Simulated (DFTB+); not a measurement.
Geometry relaxation, with input and output: C2H5ClSi

- system: C2H5ClSi
- method: GFN1-xTB, R-SCC, dispersion built in (DFTB+ 25.1)

The geometry comes from this level: GFN2-xTB.

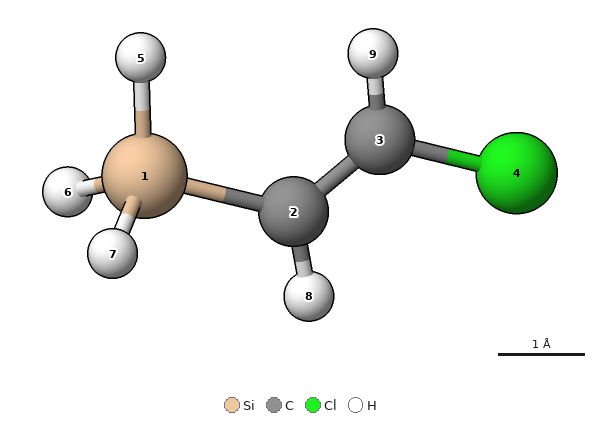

Fig. 1: The starting structure (ball-and-stick view, seen at a tilt; atoms are numbered from 1 in the order of the input).

The input (dftb_in.hsd):
```
# GFN1-XTB geometry optimisation
Geometry = xyzFormat {
  <<< "geo.xyz"
}

Driver = GeometryOptimisation {
  Optimiser = Rational {}
  MaxSteps = 200
  Convergence {
    GradElem = 0.01
  }
  AppendGeometries = Yes
}

Hamiltonian = xTB {
  Method = "GFN1-xTB"
  SCCTolerance = 1e-08
}

Analysis {
  PrintForces = Yes
}

Options {
  WriteResultsTag = Yes
}

ParserOptions {
  ParserVersion = 14
}
```

File geo.xyz:
```
9

Si    -0.816700     1.117510     0.035360
C     -0.147100    -0.640680     0.006950
C      1.138240    -0.935970    -0.051170
Cl     1.748690    -2.552710    -0.073360
H      0.293650     2.064490    -0.049030
H     -1.719170     1.286420    -1.105090
H     -1.559720     1.310280     1.282320
H     -0.861240    -1.452590     0.042810
H      1.923350    -0.196760    -0.088790
```

Run on 1 thread of Intel Xeon @ 2.50GHz (Skylake/Cascade Lake), 32 GiB of memory available, shared host.

Run as:
```bash
dftb+ > run.log
```

Output:
```
|  DFTB+ development version (commit: a23bfb2)

Reading input file 'dftb_in.hsd'
Parser version: 14

--------------------------------------------------------------------------------

Processed input in HSD format written to 'dftb_pin.hsd'

Starting initialization...
--------------------------------------------------------------------------------
OpenMP threads:              1
Chosen random seed:          1981532073
Current stacksize:           unlimited
Mode:                        Geometry optimisation relaxation
Self consistent charges:     Yes
SCC-tolerance:                 0.100000E-07
Max. scc iterations:                    100
Shell resolved Hubbard:      Yes
Spin polarisation:           No
Nr. of up electrons:            12.000000
Nr. of down electrons:          12.000000
Periodic boundaries:         No
Electronic solver:           Relatively robust
Mixer:                       Broyden mixer
Mixing parameter:                  0.200000
Nr. of chrg. vec. in memory:            100
Max. SCC-cycles:                        100
Max. nr. of geometry steps:             200
tblite library version:      0.3.0
-> parametrization:          GFN1-xTB
-> repulsion:                Yes
-> dispersion:               Yes
-> halogen bonding:          Yes
-> electrostatics:           Yes
   -> isotropic:             Yes
   -> anisotropic:           No
   -> third-order:           Yes
Electronic temperature:              0.950045E-03 H      0.258520E-01 eV
Initial charges:             Set automatically (system chrg:   0.000E+00)
Included shells:            Si:  s, p, d
                             C:  s, p
                            Cl:  s, p, d
                             H:  s, s2
Extra options:
                             Mulliken analysis
                             Force calculation
Force type                   original

--------------------------------------------------------------------------------

***  Geometry step: 0

 iSCC Total electronic   Diff electronic      SCC error
    1   -0.13112521E+02    0.00000000E+00    0.12308937E+01
    2   -0.13125658E+02   -0.13112521E+02    0.88610599E+00
    3   -0.13126117E+02   -0.13136730E-01    0.31474908E+00
    4   -0.13130537E+02   -0.45928948E-03    0.49005996E-01
    5   -0.13130926E+02   -0.44203834E-02    0.15359268E-01
    6   -0.13130987E+02   -0.38889624E-03    0.46727713E-02
    7   -0.13130992E+02   -0.60975757E-04    0.20920606E-02
    8   -0.13130993E+02   -0.53354470E-05    0.76635977E-03
    9   -0.13130993E+02   -0.54366475E-06    0.54824896E-03
   10   -0.13130993E+02   -0.17624130E-07    0.41879946E-04
   11   -0.13130993E+02   -0.23456268E-07    0.10113896E-04
   12   -0.13130993E+02   -0.25849545E-09    0.28390501E-05
   13   -0.13130993E+02   -0.14418688E-10    0.93771305E-06
   14   -0.13130993E+02   -0.79403151E-12    0.17872674E-06
   15   -0.13130993E+02   -0.12256862E-12    0.11743190E-07
   16   -0.13130993E+02   -0.71054274E-14    0.59016600E-08

Total Energy:                      -13.0003597341 H         -353.7578 eV
Extrapolated to 0K:                -13.0003597341 H         -353.7578 eV
Total Mermin free energy:          -13.0003597341 H         -353.7578 eV
Force related energy:              -13.0003597341 H         -353.7578 eV

total energy  -1.3000360E+01 H       energy change -1.3000360E+01 H
gradient norm  3.4119055E-02 H/a0    max. gradient  1.7276808E-02 H/a0
step length    0.0000000E+00 a0      max. step      0.0000000E+00 a0

--------------------------------------------------------------------------------

***  Geometry step: 1

 iSCC Total electronic   Diff electronic      SCC error
    1   -0.13126622E+02    0.00000000E+00    0.15115201E-01
    2   -0.13126641E+02    0.43707100E-02    0.10135795E-01
    3   -0.13126647E+02   -0.18479887E-04    0.37632681E-02
    4   -0.13126647E+02   -0.59818266E-05    0.11808129E-02
    5   -0.13126647E+02   -0.56941655E-06    0.29268885E-03
    6   -0.13126647E+02   -0.67361599E-07    0.14039417E-03
    7   -0.13126647E+02   -0.48557016E-08    0.63843845E-04
    8   -0.13126647E+02   -0.10160139E-08    0.55013487E-05
    9   -0.13126647E+02   -0.36253667E-10    0.13969208E-05
   10   -0.13126647E+02   -0.64339645E-11    0.24090391E-06
   11   -0.13126647E+02   -0.20961011E-12    0.24393089E-07
   12   -0.13126647E+02   -0.53290705E-14    0.25399740E-08

Total Energy:                      -13.0009717284 H         -353.7744 eV
Extrapolated to 0K:                -13.0009717284 H         -353.7744 eV
Total Mermin free energy:          -13.0009717284 H         -353.7744 eV
Force related energy:              -13.0009717284 H         -353.7744 eV

total energy  -1.3000972E+01 H       energy change -6.1199431E-04 H
gradient norm  1.2421151E-02 H/a0    max. gradient  5.0851367E-03 H/a0
step length    3.4119055E-02 a0      max. step      1.7276808E-02 a0

Geometry converged

--------------------------------------------------------------------------------
--------------------------------------------------------------------------------
SCC                                    +       0.03 ( 66.2%)       0.05 ( 78.5%)
--------------------------------------------------------------------------------
Missing                                +       0.01 ( 33.8%)       0.01 ( 21.5%)
Total                                  =       0.04 (100.0%)       0.06 (100.0%)
--------------------------------------------------------------------------------
```

File detailed.out:
```
Fermi distribution function

Geometry optimization step: 1

********************************************************************************
 iSCC Total electronic   Diff electronic      SCC error
   12   -0.13126647E+02   -0.53290705E-14    0.25399740E-08
********************************************************************************

 Total charge:    -0.00000000

 Atomic gross charges (e)
 Atom           Charge
    1       0.24257271
    2      -0.15799109
    3       0.11960363
    4      -0.09600541
    5      -0.06974730
    6      -0.06581176
    7      -0.06575979
    8       0.05687520
    9       0.03626381

Nr. of electrons (up):     24.00000000
Atom populations (up)
 Atom       Population
    1       3.75742729
    2       4.15799109
    3       3.88039637
    4       7.09600541
    5       1.06974730
    6       1.06581176
    7       1.06575979
    8       0.94312480
    9       0.96373619

l-shell populations (up)
 Atom Sh.   l       Population
    1   1   0       1.30142447
    1   2   1       1.92778117
    1   3   2       0.52822165
    2   1   0       1.08470725
    2   2   1       3.07328384
    3   1   0       1.07392408
    3   2   1       2.80647230
    4   1   0       1.94198082
    4   2   1       5.16359607
    4   3   2      -0.00957147
    5   1   0       1.07300743
    5   2   0      -0.00326012
    6   1   0       1.06865714
    6   2   0      -0.00284538
    7   1   0       1.06858245
    7   2   0      -0.00282266
    8   1   0       0.93193587
    8   2   0       0.01118892
    9   1   0       0.94780644
    9   2   0       0.01592975

Orbital populations (up)
 Atom Sh.   l   m       Population  Label
    1   1   0   0       1.30142447  s
    1   2   1  -1       0.59306730  p_y
    1   2   1   0       0.67945321  p_z
    1   2   1   1       0.65526066  p_x
    1   3   2  -2       0.09051902  d_xy
    1   3   2  -1       0.15579924  d_yz
    1   3   2   0       0.08869722  d_z2
    1   3   2   1       0.06820829  d_xz
    1   3   2   2       0.12499787  d_x2-y2
    2   1   0   0       1.08470725  s
    2   2   1  -1       1.11226662  p_y
    2   2   1   0       0.99862410  p_z
    2   2   1   1       0.96239311  p_x
    3   1   0   0       1.07392408  s
    3   2   1  -1       0.83723878  p_y
    3   2   1   0       0.97278442  p_z
    3   2   1   1       0.99644910  p_x
    4   1   0   0       1.94198082  s
    4   2   1  -1       1.37165666  p_y
    4   2   1   0       1.89850238  p_z
    4   2   1   1       1.89343703  p_x
    4   3   2  -2      -0.00256624  d_xy
    4   3   2  -1       0.00060372  d_yz
    4   3   2   0       0.00313208  d_z2
    4   3   2   1      -0.00623151  d_xz
    4   3   2   2      -0.00450953  d_x2-y2
    5   1   0   0       1.07300743  s
    5   2   0   0      -0.00326012  s2
    6   1   0   0       1.06865714  s
    6   2   0   0      -0.00284538  s2
    7   1   0   0       1.06858245  s
    7   2   0   0      -0.00282266  s2
    8   1   0   0       0.93193587  s
    8   2   0   0       0.01118892  s2
    9   1   0   0       0.94780644  s
    9   2   0   0       0.01592975  s2

Fermi level:                        -0.3633938400 H           -9.8884 eV
Band energy:                       -13.4827556940 H         -366.8844 eV
TS:                                  0.0000000000 H            0.0000 eV
Band free energy (E-TS):           -13.4827556940 H         -366.8844 eV
Extrapolated E(0K):                -13.4827556940 H         -366.8844 eV
Input / Output electrons (q):     24.0000000000     24.0000000000

Energy H0:                         -13.1326961270 H         -357.3588 eV
Energy SCC:                          0.0060487147 H            0.1646 eV
Total Electronic energy:           -13.1266474122 H         -357.1942 eV
Repulsive energy:                    0.1287630681 H            3.5038 eV
Halogen correction energy:           0.0000000000 H            0.0000 eV
Total energy:                      -13.0009717284 H         -353.7744 eV
Extrapolated to 0:                 -13.0009717284 H         -353.7744 eV
Total Mermin free energy:          -13.0009717284 H         -353.7744 eV
Force related energy:              -13.0009717284 H         -353.7744 eV

Non-constrained calculation

SCC converged

Full geometry written in geo_end.{xyz|gen}

Total Forces
    1     -0.000773921415      0.000712259294      0.000028307079
    2      0.003895703724      0.005005118294     -0.000166046830
    3     -0.005085136677     -0.003500937205      0.000307072586
    4     -0.000272938528      0.000501047464     -0.000004595264
    5     -0.002766406660     -0.001676625289      0.000264943944
    6      0.001692312027      0.000760419261      0.003118716086
    7      0.001289101222      0.000707746711     -0.003387716512
    8     -0.000884912171     -0.004763304659      0.000047468919
    9      0.002906198479      0.002254276128     -0.000208150009

Maximal derivative component:        0.508514E-02 au

Dipole moment:    0.08033141    0.16014304   -0.00175105 au
Dipole moment:    0.20418209    0.40704305   -0.00445072 Debye

Geometry converged
```

Trajectory as extended XYZ (Å, eV, eV/Å), 2 frames, from step=0 to step=1:
```
9
Properties=species:S:1:pos:R:3 step=0 energy=-353.75781
Si   -0.8167    1.1175    0.0354
C    -0.1471   -0.6407    0.0069
C     1.1382   -0.9360   -0.0512
Cl    1.7487   -2.5527   -0.0734
H     0.2937    2.0645   -0.0490
H    -1.7192    1.2864   -1.1051
H    -1.5597    1.3103    1.2823
H    -0.8612   -1.4526    0.0428
H     1.9233   -0.1968   -0.0888
9
Properties=species:S:1:pos:R:3 step=1 energy=-353.77446
Si   -0.8168    1.1168    0.0354
C    -0.1560   -0.6315    0.0073
C     1.1472   -0.9425   -0.0515
Cl    1.7483   -2.5514   -0.0733
H     0.2920    2.0635   -0.0489
H    -1.7180    1.2867   -1.1032
H    -1.5588    1.3106    1.2802
H    -0.8625   -1.4567    0.0429
H     1.9247   -0.1953   -0.0889
```

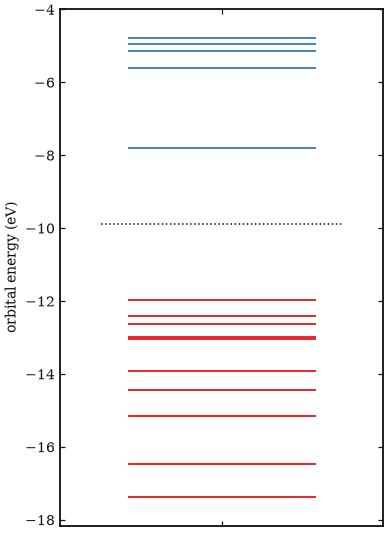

Fig. 2: Orbital energies near the frontier; the dotted line parts filled from empty levels, and levels within 0.02 eV of each other stand side by side. Highest filled −11.96 eV, lowest empty −7.81 eV, 4.15 eV apart.

Summary:

| quantity | value |
| --- | --- |
| outcome | converged |
| Mermin free energy | −13.000972 hartree |
| basis functions | 36 |
| largest force | 0.326 eV/Å |
| HOMO | −11.96 eV |
| LUMO | −7.81 eV |
| dipole moment | 0.46 D |
| peak memory | 0.072 GiB |

Settings chosen away from the usual ones: gtol. These settings are looser than, or depart from, a standard set-up, so the numbers are not reference values for this system.
